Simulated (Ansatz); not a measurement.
# AlH$_{8}$N$_{2}$P: what the fields show

The calculation's input:

```
crystal:
  periodic: [false, false, false]
  atoms:
    - { symbol: Al, position_ang: [-0.784342, 0.704899, 0.029184] }
    - { symbol: H, position_ang: [-0.061598, 0.712855, -1.335998] }
    - { symbol: "N", position_ang: [-0.384326, 1.945534, 1.252876] }
    - { symbol: "N", position_ang: [-2.005494, -0.559403, 0.36444] }
    - { symbol: H, position_ang: [1.573367, -0.318712, -1.34412] }
    - { symbol: P, position_ang: [2.081738, -1.364062, -0.552128] }
    - { symbol: H, position_ang: [0.319398, 2.670117, 1.096346] }
    - { symbol: H, position_ang: [-0.744892, 2.017071, 2.20639] }
    - { symbol: H, position_ang: [-2.278537, -1.264845, -0.32366] }
    - { symbol: H, position_ang: [-2.51246, -0.718809, 1.238253] }
    - { symbol: H, position_ang: [3.337602, -1.457383, -1.254469] }
    - { symbol: H, position_ang: [1.459444, -2.367461, -1.377214] }
basis:
  gaussian: { orbitals: def2-SVP }
hamiltonian:
  xc: pbe
  dispersion: d4
relax:
  f_tol: 0.03
  max_steps: 50
output:
  orbitals: {}
```

Command:

```sh
ansatz run input.yaml --threads 2 --pin off --max-ram 3072MiB --backend cpu --events-out ev --progress --plain --runs-dir out
```

The fields are those of the relaxed geometry.

Theory: RKS PBE-D4/def2-SVP (Ansatz 0.2.0).

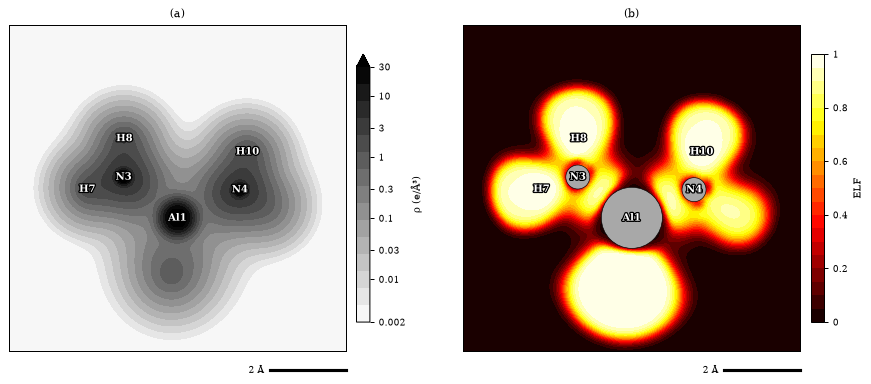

Figure 1. (a) total electron density; (b) ELF on the plane of atoms Al1, N3 and H8. Grey discs cover the atomic cores in the ELF map.

What does the map show?

Answer. The section cuts through Al, N and H sites. Al–N (1.80 Å): ρ is about 0.79 e/Å³ halfway; the ELF peaks at about 0.90 in the valence shell of N, 0.7 Å from its nucleus, and is about 0.60 at the midpoint. N–H (1.02 Å): the density is about 2.7 e/Å³ at the midpoint; the ELF climbs to about 1 towards the hydrogen, as it does in any bond to H: a covalent bond by its length.

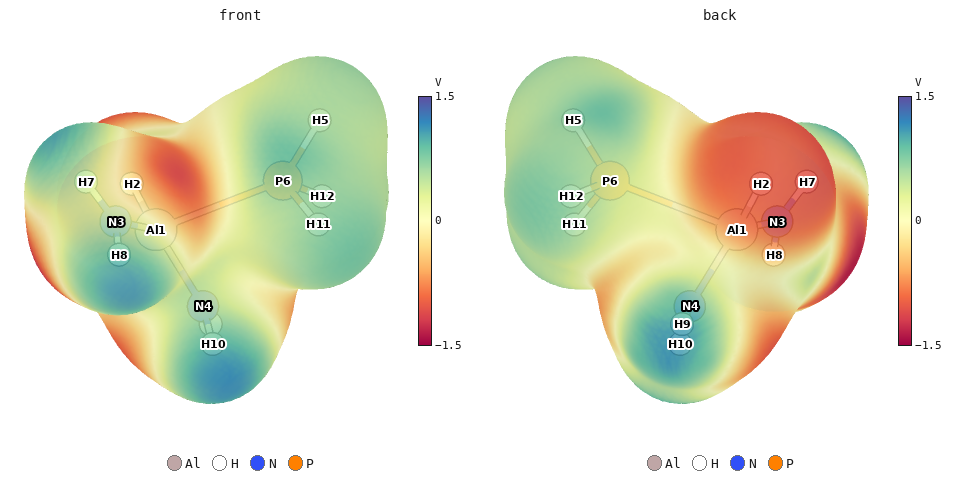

Figure 2. The molecular electrostatic potential painted on the density surface at 0.002 e/bohr³, seen from the front and from behind; red is negative and blue positive.

Which sites attract a positive test charge, and which a negative one?

Answer. A positive charge is drawn to the negative regions and a negative charge to the positive ones. The most negative region (about −1.3 V) lies over N3, the most positive (about +1.1 V) over H8, H9 and H10. N3 is the likeliest acceptor of a hydrogen bond.

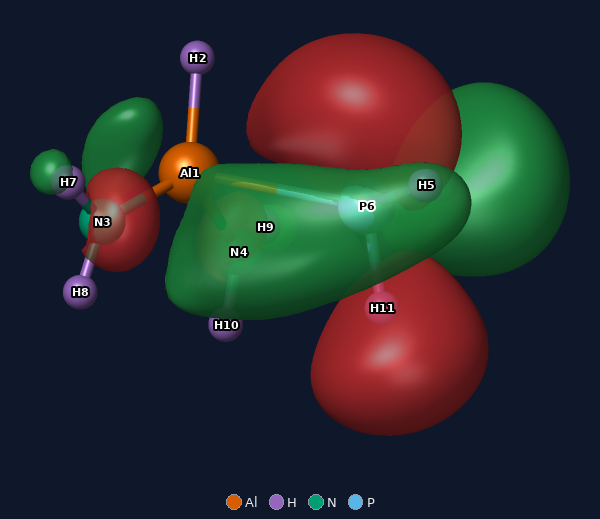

Figure 3. One frontier orbital at ±0.06 Å⁻³ᐟ² (green and red are the two phases), seen from one side.

Which orbital is it: HOMO or LUMO?

Answer. The LUMO, at −0.22 eV. By Hirshfeld shares it lies mainly on P6 (about 50 %), H12 (about 15 %), H11 (about 15 %) and Al1 (about 10 %).

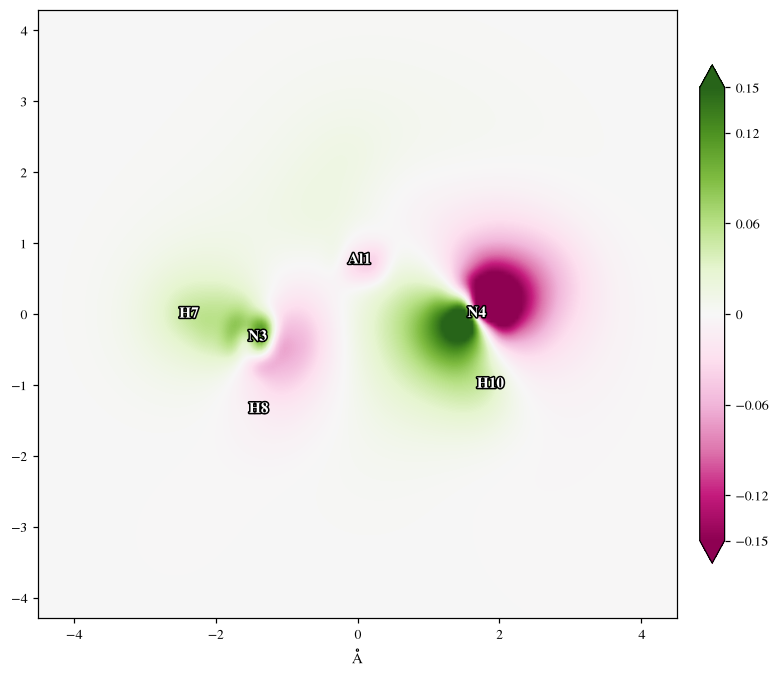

Figure 4. The HOMO on the plane of atoms N3, Al1 and N4 (values in Å⁻³ᐟ²; the overall sign is arbitrary).

Where does this orbital lie, and at what energy?

Answer. By Hirshfeld shares it lies mainly on N3 (about 50 %) and N4 (about 30 %); largely a combination of lone pairs on N3 and N4. Its energy is −4.81 eV.
